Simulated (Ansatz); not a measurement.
The structure below was relaxed with r2SCAN (Ansatz, a first-principles code; PAW; 500 eV plane waves; scalar-relativistic without spin-orbit coupling), at pressure 5 GPa.

```
CELL_PARAMETERS angstrom
     -2.27716     2.27716     2.27716
      2.27716    -2.27716     2.27716
      2.27716     2.27716    -2.27716
ATOMIC_POSITIONS crystal
  Cs 0.00000 0.00000 0.00000
```

Find the space group and the Wyckoff positions.

Space group Im-3m (No. 229); a = b = c = 4.554 Å, α = β = γ = 90.00°

```json
[
 {"atom": "Cs", "site": "2a", "symmetry": "m-3m", "x": "0.0000", "y": "0.0000", "z": "0.0000"}
]
```

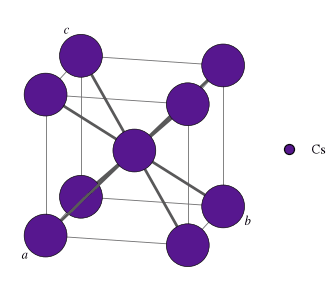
Figure. The conventional cell

Load acts through the strain it causes; cell and atoms are relaxed under it. Stability against distortions was not tested. Measured, Cs leaves this structure (for fcc) near 2.4 GPa (temperature not stated; as listed in Olga Degtyareva, NATO science for peace and security series. B, Physics and biophysics (2010)). The cell was made from Cs in the bcc (W type) structure (space group Im-3m, No. 229) by this change: pressure 5 GPa.
